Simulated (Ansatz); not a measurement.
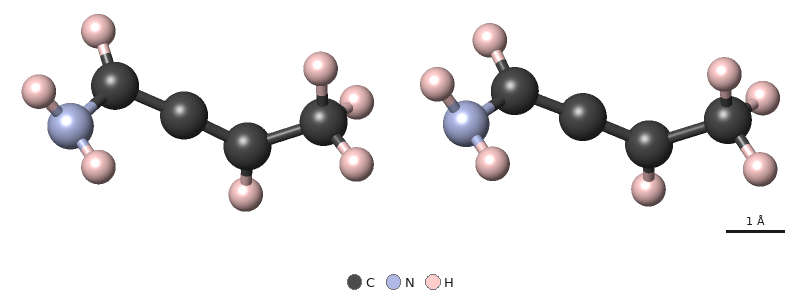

Two geometries of C4H7N (coarse preliminary run), drawn at one scale. One is the start of a relaxation, the other its converged end. Style: ball-and-stick. Shown at a tilt.

All numbers below come from RKS PBE-D4/def2-SVP (Ansatz 0.2.0). Settings: force threshold 0.03 eV/Å; at most 200 steps.

Which of the two is the end point?

The right one is the relaxed one. The start comes from a force field. The atom that moves furthest after the best rigid fit is an H atom (0.27 Å). Largest moves by element: H 0.27 Å, N 0.12 Å, C 0.09 Å. Near-neighbour distances that change, for instance: C–C 1.437 → 1.509 Å, C–H 1.053 → 1.107 Å, C–H 1.154 → 1.107 Å, H–N 0.987 → 1.024 Å. Among the angles between lasting bonds that change: C–C–N 117.7° → 127.1°, N–C–H 121.4° → 113.7°, H–N–H 115.4° → 110.8°. After 4 accepted moves (5 points after the start) the energy has fallen by 0.516 eV. The largest force component goes from 2.7 to 0.023 eV/Å. The line search rejected the trial step at point 3 of the run. The run took of the order of 24 core-seconds on a shared host.
